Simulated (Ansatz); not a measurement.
# linear Al chain under tension and compression, part 2 of 3

Wanted: energy, moment and open channels of the linear Al chain from 12 % compression to 30 % stretch.

Ansatz 0.2.0; DFT LDA, plane waves, PAW; relaxation of a chain's period (the session's first sound run).

So far. Step 2 (Relaxation of atoms and period): The cell's length comes to 2.390 Å with no moment.

## 3. The chain at a fixed length, period over the relaxed period 0.88, k-mesh 1×1×39

This step: DFT LDA, plane waves, PAW; channels and complex bands of a perfect chain (Ansatz 0.2.0).

The period is set to 0.88 times the relaxed one: shorter bonds widen the bands.

The cell differs from the one that the last finished run ended in (c 2.390 → 2.103 Å).

Contents of input.yaml:

```yaml
crystal:
  lattice:
    - [7.5, 0.0, 0.0]
    - [0.0, 7.5, 0.0]
    - [0.0, 0.0, 2.1028022026]
  atoms:
    - { symbol: Al, position: [0.5, 0.5, 0.0], spin: 0.5 }
magnetization:
  spin_polarized: true
kpoints:
  mp_grid: { grid: [1, 1, 39] }
scf:
  occupations: { method: fermi_dirac, width: 0.05 }
hamiltonian:
  xc: lda
output:
  transmission:
    e_range: [-2, 2]
    de: 0.035
    kmesh: [1, 1]
    reduced_basis: true
    leads: [[0, 0]]
  stress: true
```

On the command line:

```sh
$ ansatz run input.yaml --threads 4 --pin off --max-ram 8192MiB --backend cpu --events-out ev --progress --plain --runs-dir out
```

Numbers of over 12 decimals in the logs are rounded to 6 here.

What it wrote:

```text
[...]
Crystal: 1 atoms, lattice volume = 118.283 Å³
Basis set: ecut = 420 eV, 2335 PW (Γ)
Bands: 6, of which v1, the nominal top of the filled ones, is band 2 counted from 1 (1 counted from 0)
Symmetry: 16 space group operations
[...]
k-points: 20 of 39
[...]
Starting moments: Σ|m| = 0.5 μB on 1 of 1 site
[...]
SCF iter   1: F=—  HF=-510.539967 eV  |F-HF|=—  |Δ(HF+E_count)|=         —  Δρ=1.34e-2 (↑1.04e-2 ↓1.34e-2)  dr2=9.81e-1  dr2_m=9.45e-3  M=0.230 μB ∫|m|=0.230 μB  β_m=0.30  ethr=3.10e-3  ⟨swp⟩=6.8  Hψ=2944  notcnv=0
[...]
spin=Collinear: LDOS preconditioning applied to the charge; magnetization (m = ρ↑ − ρ↓) channel mixes plain (no charge-response kernel on spin).
SCF iter   2: F=—  HF=-510.325924 eV  |F-HF|=—  |Δ(HF+E_count)|=   2.14e-1  Δρ=9.05e-3 (↑6.52e-3 ↓9.05e-3)  dr2=4.63e-1  dr2_m=6.31e-3  M=0.184 μB ∫|m|=0.184 μB  β_m=0.30  ethr=3.10e-3  ⟨swp⟩=2.0  Hψ=659  notcnv=0  defer=12
[...]
SCF iter  13: F=-510.145290 eV  HF=-510.145290 eV  |F-HF|=9.66e-13  |Δ(HF+E_count)|=  5.37e-11  Δρ=2.35e-8 (↑2.35e-8 ↓2.33e-8)  dr2=1.51e-13  dr2_m=5.60e-13  M=0.000 μB ∫|m|=0.000 μB  ethr=2.19e-12  ⟨swp⟩=2.1  Hψ=408  notcnv=0
SCF 1 converged in 13 iterations: F = -510.145290 eV  dr2 = 1.51e-13
[...]
transmission: 6 of 36 steps passed
transmission: 9 of 36 steps passed
[...]
transmission: 36 of 36 steps passed
SCF converged after 13 iterations
Magnetization: 0.0000 μB (1.5000 up, 1.5000 down)
Absolute magnetization: 0.0000 μB (∫|ρ↑−ρ↓|, with the PAW one-centre terms)
[...]
Per-site moments (μB) at R_I (Å): [(2.6754988941873545e-7, 0.867406)]
Free energy (F): -510.145290 eV
[...]
Internal energy: -510.136130 eV  (E = F + TS)
E sigma→0 (E₀):  -510.140710 eV
Entropy (-TS):   -0.009160 eV (-9.160 meV/atom)
Fermi energy:    -2.805515 eV
[...]
--- Stress (GPa, compression-positive) ---
        0.201142       0.000000       0.000000
        0.000000       0.201142       0.000000
        0.000000       0.000000      12.979426
  P = ⅓ Tr σ = 4.4606 GPa (44.606 kbar)
--- Band table (eV; the first three rows and the last of 40) ---
[...]
--- Transmission ---
  basis      : 497 plane waves across, 3 finite elements along
  points     : 1, standing for a mesh of 1 x 1
  filling    : by the input's occupations and mesh, since the crystals that have channels conduct as metals do. If one of these is a semiconductor, that mesh has misplaced its level
  energies   : 115 from -2.000000 to 1.990000 eV about the Fermi level, 0.035000 eV apart; the leads are filled to 0.000000 eV, and channels, transmission and decay are at -0.005000 eV
  crystal 0  : Al1, at the sites [0, 0], period 2.1028 Å: whole cells are its period
    offset         : up to 0.0000 Å between an atom of the period and one for which it stands
    filled         : 5.2 meV over the level at which it is neutral
    channels       : 2.000000e0 up, 2.000000e0 down
    conductance    : 2.7549e14 S/m² at 300 K; may be off by some 0.0 % by where its bands' edges are placed, 0.0 % from the distance to neutral
```

It took 12 s on 4 threads of Arm Neoverse V2, shared host; peak memory 0.35 GiB; 37 s of CPU time.

In the SCF lines HF is the Harris–Foulkes energy and dr2 the Hartree energy of the density residual, in eV; the loop may stop once dr2 is under the threshold and the program's other checks hold. Hψ counts applications of the Hamiltonian.

This step gave:

```yaml
energy_at_zero_smearing: -510.1407 eV
channels_at_the_energy_nearest_the_fermi_level_spin_up: 2
channels_at_the_energy_nearest_the_fermi_level_spin_down: 2
conductance_of_the_lead_as_this_run_defines_it: 2.000 G₀
band_gap: 0 eV
```

Open channels of the lead against energy, zero at the Fermi level:

```
energy (eV)  spin up  spin down
     -2.000        1          1
     -1.510        1          1
     -0.985        1          1
     -0.495        0          0
     -0.005        2          2
      0.485        2          2
      1.010        2          2
      1.500        2          2
```

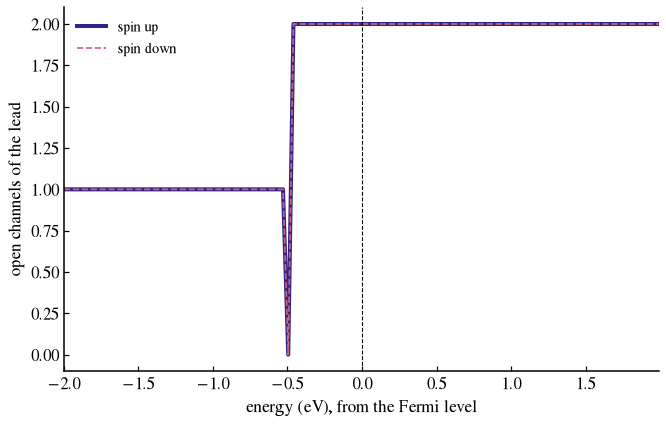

Open channels of the lead against energy.

At the computed energy nearest the Fermi level there are 2 spin-up and 2 spin-down channels, and the thermal average gives 2.00 G₀.

## 4. At a set period, period over the relaxed period 0.92, k-mesh 1×1×37

The period is set to 0.92 times the relaxed one: shorter bonds widen the bands.

The cell differs from the one that the last finished run ended in (c 2.103 → 2.198 Å).

Changes to input.yaml since step 3:

```diff
@@ -4,3 +4,3 @@
     - [0.0, 7.5, 0.0]
-    - [0.0, 0.0, 2.1028022026]
+    - [0.0, 0.0, 2.1983841209]
   atoms:
@@ -10,3 +10,3 @@
 kpoints:
-  mp_grid: { grid: [1, 1, 39] }
+  mp_grid: { grid: [1, 1, 37] }
 scf:
```

What it wrote:

```text
[...]
Crystal: 1 atoms, lattice volume = 123.659 Å³
Basis set: ecut = 420 eV, 2447 PW (Γ)
Bands: 6, of which v1, the nominal top of the filled ones, is band 2 counted from 1 (1 counted from 0)
Symmetry: 16 space group operations
[...]
k-points: 19 of 37
[...]
Starting moments: Σ|m| = 0.5 μB on 1 of 1 site
[...]
--- Transmission ---
  basis      : 497 plane waves across, 3 finite elements along
  points     : 1, standing for a mesh of 1 x 1
[...]
crystal 0  : Al1, at the sites [0, 0], period 2.1984 Å: whole cells are its period
[...]
filled         : 7.8 meV over the level at which it is neutral
    channels       : 2.000000e0 up, 2.000000e0 down
[...]
[key lines of the parts left out:]
SCF converged after 14 iterations
Magnetization: -0.0000 μB (1.5000 up, 1.5000 down)
Free energy (F): -510.480752 eV
Fermi energy:    -2.745270 eV
P = ⅓ Tr σ = 2.5638 GPa (25.638 kbar)
```

Run time: 11 s. Hardware: 4 threads; peak memory 0.35 GiB.

At the computed energy nearest the Fermi level there are 2 spin-up and 2 spin-down channels, and the thermal average gives 2.00 G₀.

## 5. At a set period, period over the relaxed period 0.96, k-mesh 1×1×35

The period is set to 0.96 times the relaxed one: shorter bonds widen the bands.

The cell differs from the one that the last finished run ended in (c 2.198 → 2.294 Å).

Changes to input.yaml since step 4:

```diff
@@ -4,3 +4,3 @@
     - [0.0, 7.5, 0.0]
-    - [0.0, 0.0, 2.1983841209]
+    - [0.0, 0.0, 2.2939660392]
   atoms:
@@ -10,3 +10,3 @@
 kpoints:
-  mp_grid: { grid: [1, 1, 37] }
+  mp_grid: { grid: [1, 1, 35] }
 scf:
```

What it wrote:

```text
[...]
Crystal: 1 atoms, lattice volume = 129.036 Å³
Basis set: ecut = 420 eV, 2511 PW (Γ)
Bands: 6, of which v1, the nominal top of the filled ones, is band 2 counted from 1 (1 counted from 0)
Symmetry: 16 space group operations
[...]
k-points: 18 of 35
[...]
Starting moments: Σ|m| = 0.5 μB on 1 of 1 site
[...]
--- Transmission ---
  basis      : 497 plane waves across, 3 finite elements along
  points     : 1, standing for a mesh of 1 x 1
[...]
crystal 0  : Al1, at the sites [0, 0], period 2.2940 Å: whole cells are its period
[...]
filled         : 2.9 meV over the level at which it is neutral
    channels       : 2.000000e0 up, 2.000000e0 down
[...]
[key lines of the parts left out:]
SCF converged after 14 iterations
Magnetization: -0.0000 μB (1.5000 up, 1.5000 down)
Free energy (F): -510.650903 eV
Fermi energy:    -2.701079 eV
P = ⅓ Tr σ = 1.1606 GPa (11.606 kbar)
```

It took 11 s on 4 threads; peak memory 0.35 GiB; 34 s of CPU time.

At the computed energy nearest the Fermi level there are 2 spin-up and 2 spin-down channels, and the thermal average gives 2.00 G₀.

## 6. The chain at a fixed length, period over the relaxed period 1, k-mesh 1×1×34

The period is set to 1.0 times the relaxed one, as the point of reference.

Changes to input.yaml since step 5:

```diff
@@ -4,3 +4,3 @@
     - [0.0, 7.5, 0.0]
-    - [0.0, 0.0, 2.2939660392]
+    - [0.0, 0.0, 2.3895479575]
   atoms:
@@ -10,3 +10,3 @@
 kpoints:
-  mp_grid: { grid: [1, 1, 35] }
+  mp_grid: { grid: [1, 1, 34] }
 scf:
```

What it wrote:

```text
[...]
Crystal: 1 atoms, lattice volume = 134.412 Å³
Basis set: ecut = 420 eV, 2615 PW (Γ)
Bands: 6, of which v1, the nominal top of the filled ones, is band 2 counted from 1 (1 counted from 0)
Symmetry: 16 space group operations
[...]
k-points: 18 of 34
[...]
Starting moments: Σ|m| = 0.5 μB on 1 of 1 site
[...]
--- Transmission ---
  basis      : 497 plane waves across, 3 finite elements along
  points     : 1, standing for a mesh of 1 x 1
[...]
crystal 0  : Al1, at the sites [0, 0], period 2.3895 Å: whole cells are its period
[...]
filled         : 2.0 meV over the level at which it is neutral
    channels       : 2.000000e0 up, 2.000000e0 down
[...]
[key lines of the parts left out:]
SCF converged after 14 iterations
Magnetization: -0.0000 μB (1.5000 up, 1.5000 down)
Free energy (F): -510.699922 eV
Fermi energy:    -2.659698 eV
P = ⅓ Tr σ = 0.1470 GPa (1.470 kbar)
```

Wall time 11 s (4 threads); peak memory 0.35 GiB; 34 s of CPU time.

The open channels of the lead by energy, zero at the Fermi level:

```
energy (eV)  spin up  spin down
     -2.000        1          1
     -1.510        1          1
     -0.985        0          0
     -0.495        0          0
     -0.005        2          2
      0.485        2          2
      1.010        3          3
      1.500        3          3
```

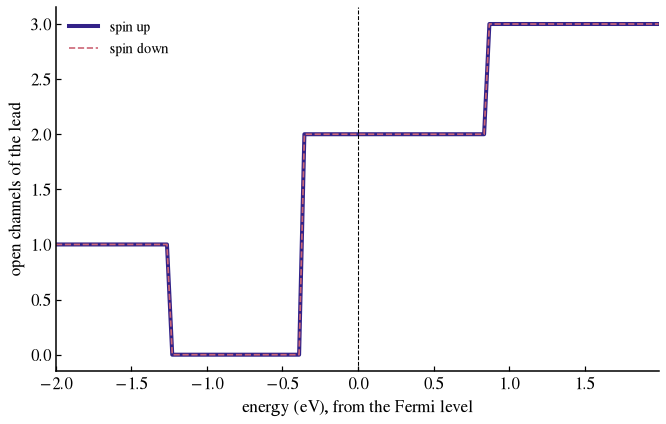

Open channels of the lead against energy.

At the computed energy nearest the Fermi level there are 2 spin-up and 2 spin-down channels, and the thermal average gives 2.00 G₀.

## 7. At a set period, period over the relaxed period 1.04, k-mesh 1×1×33

The period is set to 1.04 times the relaxed one: longer bonds narrow the bands.

The cell differs from the one that the last finished run ended in (c 2.390 → 2.485 Å).

Changes to input.yaml since step 6:

```diff
@@ -4,3 +4,3 @@
     - [0.0, 7.5, 0.0]
-    - [0.0, 0.0, 2.3895479575]
+    - [0.0, 0.0, 2.4851298758]
   atoms:
@@ -10,3 +10,3 @@
 kpoints:
-  mp_grid: { grid: [1, 1, 34] }
+  mp_grid: { grid: [1, 1, 33] }
 scf:
```

What it wrote:

```text
[...]
Crystal: 1 atoms, lattice volume = 139.789 Å³
Basis set: ecut = 420 eV, 2729 PW (Γ)
Bands: 6, of which v1, the nominal top of the filled ones, is band 2 counted from 1 (1 counted from 0)
Symmetry: 16 space group operations
[...]
k-points: 17 of 33
[...]
Starting moments: Σ|m| = 0.5 μB on 1 of 1 site
[...]
--- Transmission ---
  basis      : 497 plane waves across, 4 finite elements along
  points     : 1, standing for a mesh of 1 x 1
[...]
crystal 0  : Al1, at the sites [0, 0], period 2.4851 Å: whole cells are its period
[...]
filled         : 2.6 meV over the level at which it is neutral
    channels       : 2.000000e0 up, 2.000000e0 down
[...]
[key lines of the parts left out:]
SCF converged after 14 iterations
Magnetization: 0.0000 μB (1.5000 up, 1.5000 down)
Free energy (F): -510.663060 eV
Fermi energy:    -2.622220 eV
P = ⅓ Tr σ = -0.5560 GPa (-5.560 kbar)
```

Wall time 14 s (4 threads); peak memory 0.4 GiB.

At the computed energy nearest the Fermi level there are 2 spin-up and 2 spin-down channels, and the thermal average gives 2.00 G₀. The change of length costs 0.038 eV a cell and leaves no moment.

## 8. The chain at a fixed length, period over the relaxed period 1.08, k-mesh 1×1×31

The period is set to 1.08 times the relaxed one: longer bonds narrow the bands.

The cell differs from the one that the last finished run ended in (c 2.485 → 2.581 Å).

Changes to input.yaml since step 7:

```diff
@@ -4,3 +4,3 @@
     - [0.0, 7.5, 0.0]
-    - [0.0, 0.0, 2.4851298758]
+    - [0.0, 0.0, 2.5807117941]
   atoms:
@@ -10,3 +10,3 @@
 kpoints:
-  mp_grid: { grid: [1, 1, 33] }
+  mp_grid: { grid: [1, 1, 31] }
 scf:
```

What it wrote:

```text
[...]
Crystal: 1 atoms, lattice volume = 145.165 Å³
Basis set: ecut = 420 eV, 2857 PW (Γ)
Bands: 6, of which v1, the nominal top of the filled ones, is band 2 counted from 1 (1 counted from 0)
Symmetry: 16 space group operations
[...]
k-points: 16 of 31
[...]
Starting moments: Σ|m| = 0.5 μB on 1 of 1 site
[...]
--- Transmission ---
  basis      : 497 plane waves across, 4 finite elements along
  points     : 1, standing for a mesh of 1 x 1
[...]
crystal 0  : Al1, at the sites [0, 0], period 2.5807 Å: whole cells are its period
[...]
filled         : 1.3 meV under the level at which it is neutral
    channels       : 3.000000e0 up, 3.000000e0 down
[...]
[key lines of the parts left out:]
SCF converged after 12 iterations
Magnetization: 0.0000 μB (1.5000 up, 1.5000 down)
Free energy (F): -510.593656 eV
Fermi energy:    -2.567591 eV
P = ⅓ Tr σ = -0.3961 GPa (-3.961 kbar)
```

Wall time 12 s (4 threads); peak memory 0.39 GiB; 40 s of CPU time.

At the computed energy nearest the Fermi level there are 3 spin-up and 3 spin-down channels, and the thermal average gives 3.00 G₀. The change of length costs 0.109 eV a cell and leaves no moment.

Between step 3 and this run (period over the relaxed period 1.08 and k-mesh 1×1×31) the value for the conductance of the lead as this run defines it moves from 2.00 G₀ to 3.00 G₀ (+50 %).

## 9. The chain at a fixed length, period over the relaxed period 1.13, k-mesh 1×1×30

The period is set to 1.13 times the relaxed one: longer bonds narrow the bands.

The cell differs from the one that the last finished run ended in (c 2.581 → 2.700 Å).

Changes to input.yaml since step 8:

```diff
@@ -4,3 +4,3 @@
     - [0.0, 7.5, 0.0]
-    - [0.0, 0.0, 2.5807117941]
+    - [0.0, 0.0, 2.700189192]
   atoms:
@@ -10,3 +10,3 @@
 kpoints:
-  mp_grid: { grid: [1, 1, 31] }
+  mp_grid: { grid: [1, 1, 30] }
 scf:
```

What it wrote:

```text
[...]
Crystal: 1 atoms, lattice volume = 151.886 Å³
Basis set: ecut = 420 eV, 3017 PW (Γ)
Bands: 6, of which v1, the nominal top of the filled ones, is band 2 counted from 1 (1 counted from 0)
Symmetry: 16 space group operations
[...]
k-points: 16 of 30
[...]
Starting moments: Σ|m| = 0.5 μB on 1 of 1 site
[...]
--- Transmission ---
  basis      : 497 plane waves across, 4 finite elements along
  points     : 1, standing for a mesh of 1 x 1
[...]
crystal 0  : Al1, at the sites [0, 0], period 2.7002 Å: whole cells are its period
[...]
filled         : 12.6 meV over the level at which it is neutral
    channels       : 3.000000e0 up, 3.000000e0 down
[...]
[key lines of the parts left out:]
SCF converged after 13 iterations
Magnetization: 0.0000 μB (1.5000 up, 1.5000 down)
Free energy (F): -510.523892 eV
Fermi energy:    -2.495949 eV
P = ⅓ Tr σ = -0.5107 GPa (-5.107 kbar)
```

The job ended after 12 s (4 threads; peak memory 0.39 GiB; 40 s of CPU time).

At the computed energy nearest the Fermi level there are 3 spin-up and 3 spin-down channels, and the thermal average gives 3.00 G₀. The change of length costs 0.180 eV a cell and leaves no moment.

Between step 3 and this run (period over the relaxed period 1.13 and k-mesh 1×1×30) the value for the conductance of the lead as this run defines it moves from 2.00 G₀ to 3.00 G₀ (+50 %).

## 10. The chain at a fixed length, period over the relaxed period 1.2, k-mesh 1×1×28

The period is set to 1.2 times the relaxed one: longer bonds narrow the bands.

The cell differs from the one that the last finished run ended in (c 2.700 → 2.867 Å).

Changes to input.yaml since step 9:

```diff
@@ -4,3 +4,3 @@
     - [0.0, 7.5, 0.0]
-    - [0.0, 0.0, 2.700189192]
+    - [0.0, 0.0, 2.867457549]
   atoms:
@@ -10,3 +10,3 @@
 kpoints:
-  mp_grid: { grid: [1, 1, 30] }
+  mp_grid: { grid: [1, 1, 28] }
 scf:
```

What it wrote:

```text
[...]
Crystal: 1 atoms, lattice volume = 161.294 Å³
Basis set: ecut = 420 eV, 3145 PW (Γ)
Bands: 6, of which v1, the nominal top of the filled ones, is band 2 counted from 1 (1 counted from 0)
Symmetry: 16 space group operations
[...]
k-points: 15 of 28
[...]
Starting moments: Σ|m| = 0.5 μB on 1 of 1 site
[...]
--- Transmission ---
  basis      : 497 plane waves across, 4 finite elements along
  points     : 1, standing for a mesh of 1 x 1
[...]
crystal 0  : Al1, at the sites [0, 0], period 2.8675 Å: whole cells are its period
[...]
filled         : 7.4 meV under the level at which it is neutral
    channels       : 3.000000e0 up, 1.000000e0 down
[...]
[key lines of the parts left out:]
SCF converged after 10 iterations
Magnetization: 0.6703 μB (1.8352 up, 1.1648 down)
Free energy (F): -510.420357 eV
Fermi energy:    -2.298506 eV
P = ⅓ Tr σ = -0.5589 GPa (-5.589 kbar)
```

The job ended after 9.7 s (4 threads; peak memory 0.36 GiB).

At the computed energy nearest the Fermi level there are 3 spin-up and 1 spin-down channels, and the thermal average gives 2.06 G₀. The change of length costs 0.281 eV a cell and leaves an absolute moment of 0.67 μB a cell.

Between step 3 and this run (period over the relaxed period 1.2 and k-mesh 1×1×28) the value for the conductance of the lead as this run defines it moves from 2.00 G₀ to 2.06 G₀ (+3 %).

## 11. At a set period, period over the relaxed period 1.3, k-mesh 1×1×26

The period is set to 1.3 times the relaxed one: longer bonds narrow the bands.

The cell differs from the one that the last finished run ended in (c 2.867 → 3.106 Å).

Changes to input.yaml since step 10:

```diff
@@ -4,3 +4,3 @@
     - [0.0, 7.5, 0.0]
-    - [0.0, 0.0, 2.867457549]
+    - [0.0, 0.0, 3.1064123448]
   atoms:
@@ -10,3 +10,3 @@
 kpoints:
-  mp_grid: { grid: [1, 1, 28] }
+  mp_grid: { grid: [1, 1, 26] }
 scf:
```

What it wrote:

```text
[...]
Crystal: 1 atoms, lattice volume = 174.736 Å³
Basis set: ecut = 420 eV, 3427 PW (Γ)
Bands: 6, of which v1, the nominal top of the filled ones, is band 2 counted from 1 (1 counted from 0)
Symmetry: 16 space group operations
[...]
k-points: 14 of 26
[...]
Starting moments: Σ|m| = 0.5 μB on 1 of 1 site
[...]
--- Transmission ---
  basis      : 497 plane waves across, 4 finite elements along
  points     : 1, standing for a mesh of 1 x 1
[...]
crystal 0  : Al1, at the sites [0, 0], period 3.1064 Å: whole cells are its period
[...]
filled         : 1.0 meV under the level at which it is neutral
    channels       : 3.000000e0 up, 1.000000e0 down
[...]
[key lines of the parts left out:]
SCF converged after 9 iterations
Magnetization: 0.6006 μB (1.8003 up, 1.1997 down)
Free energy (F): -510.254679 eV
Fermi energy:    -2.241905 eV
P = ⅓ Tr σ = -0.6395 GPa (-6.395 kbar)
```

The job ended after 10 s (4 threads; peak memory 0.37 GiB).

The open channels of the lead by energy, zero at the Fermi level:

```
energy (eV)  spin up  spin down
     -1.510        0          0
     -0.985        1          1
     -0.495        1          1
     -0.005        3          1
      0.485        3          3
      1.010        3          3
      1.500        3          3
```

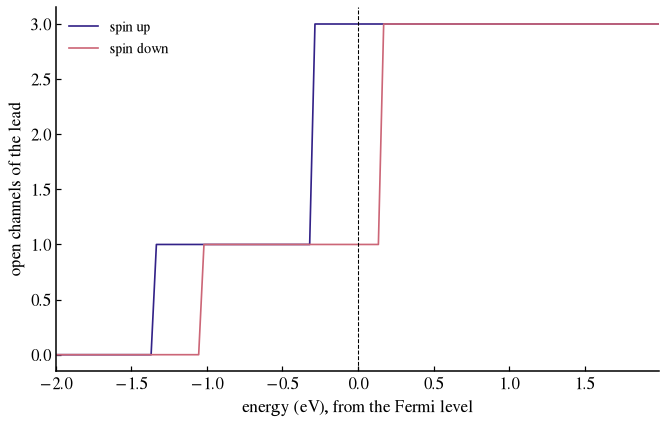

Open channels of the lead against energy.

At the computed energy nearest the Fermi level there are 3 spin-up and 1 spin-down channels, and the thermal average gives 2.00 G₀. The change of length costs 0.446 eV a cell and leaves an absolute moment of 0.60 μB a cell.

(Part 2 of 3 ends here.)

[Logs are printed without paths, hosts, clocks, repeated set-up lines and the standing remarks that a program may print on its own settings, such as how far it seeks lower states.]

[Hosts, paths, dates, database ids (printed as entryN), source tags and the programs' standing remarks are cut or masked in the printed files.]
